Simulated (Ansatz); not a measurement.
Effect of 2 layers on Pd

The parent structure is Pd in the fcc (Cu type) structure (space group Fm-3m, No. 225; a = 3.908 Å). Axes: x, y, z lie along the cube axes.

Perturbation: a free-standing slab of 2 layers (2 atoms, 1 a layer) is cut normal to [111], with 15 Å of vacuum and the in-plane cell held at bulk.

Level of theory: plane-wave PAW DFT at the r2SCAN level (Ansatz, an electronic-structure program, 500 eV), spin-orbit coupling left out. Γ-centred 19×19×1 mesh, Fermi–Dirac width 0.05 eV, for the changed cell.

```csv
quantity,base,changed,shift
layer's space group (with vacuum),–,P-3m1 (No. 164),–
shortest interatomic distance,2.764 Å,2.764 Å,0.000 Å
band gap,zero,zero,–
excess energy per area of both faces (slab less bulk energy over the cell's area: twice a surface energy) (uncertain by up to 0.05 J/m²),–,3.06 J/m²,–
thickness between the outermost nuclei,–,2.27 Å,–
```

Final structure:

```yaml
crystal:
  lattice:
    - [2.76363, 0.00000, 0.00000]
    - [1.38181, 2.39337, 0.00000]
    - [0.00000, 0.00000, 17.25649]
  atoms:
    - { symbol: Pd, position: [0.33333, 0.83333, 0.43409] }
    - { symbol: Pd, position: [0.00000, 0.50000, 0.56591] }
```

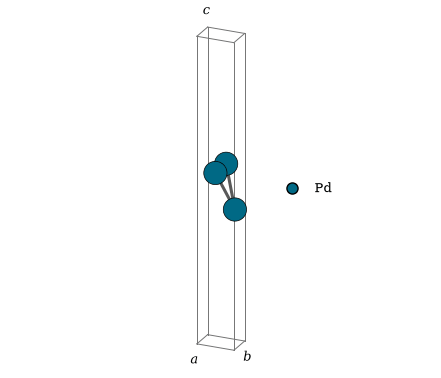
*The relaxed cell after the change*

Cost of the whole job for the changed cell (relaxation, final SCF and bands): very roughly 70 core-seconds.

Slab and bulk use different k-meshes, which limits the precision of the excess energy. No phonon test of stability was made. The final runs are not spin-polarised. Pd has a high density of states at the Fermi level and may be magnetic at this level.
